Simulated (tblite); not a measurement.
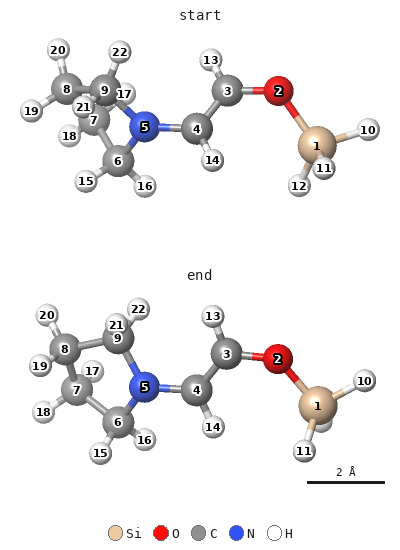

The structure of C₆H₁₃NOSi before (top) and after (bottom) a relaxation, at one scale.

A ball-and-stick model, seen at a tilt.

Level of theory: tblite 0.8.0, GFN2-xTB geometry optimisation, gas phase. 

Summarise the run.

The largest moves after the best rigid fit, 1.43 Å, are those of H13 and H21. By element the largest moves are H 1.43 Å, C 0.64 Å, O 0.43 Å, Si 0.17 Å, N 0.13 Å. Near-neighbour distances that change, for instance: Si1–O2 1.743 → 1.616 Å, C4–N5 1.424 → 1.374 Å, C7–H17 1.115 → 1.091 Å, O2–C3 1.382 → 1.362 Å. Bond angles that change, for instance: O2–C3–H13 122.7° → 112.0°, Si1–O2–C3 123.8° → 133.6°, C3–C4–N5 117.6° → 126.1°. Groups turn about O2–C3 by about 40°, Si1–O2 by about 40°. After 188 geometry steps the energy has fallen by 29.6 kcal/mol. The run took 1.4 s on 1 thread of Arm Neoverse V2, on a shared host.
